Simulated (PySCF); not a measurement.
Vertical excitations of a molecule C3H9BO2 from TDA-ωB97X/def2-SVPD (PySCF), as energy in eV (oscillator strength): 7.28 (0.028), 7.43 (0.001), 7.75 (0.034), 8.18 (0.029), 8.43 (0.014), 8.59 (0.031), 8.88 (0.011), 8.93 (0.016), 9.06 (0.017), 9.10 (0.069). Lowest triplet (TDA): 6.90 eV. Geometry optimised at r2SCAN-D4/def2-SVP. One conformer was computed; it need not be the lowest.

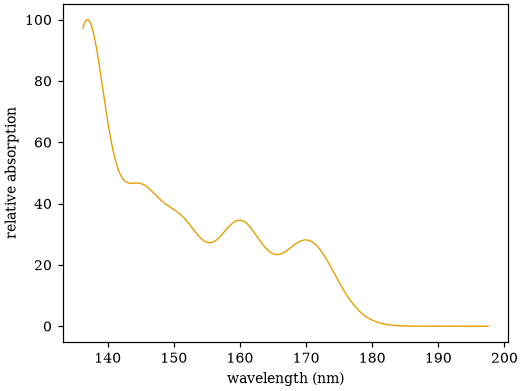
Figure: The lines broadened by 0.4 eV.

Identify the compound among the candidates.
(A) COCB(C)O
(B) COB(C)CO
(C) CCB(O)CO
(D) CC(C)B(O)O

A, COCB(C)O
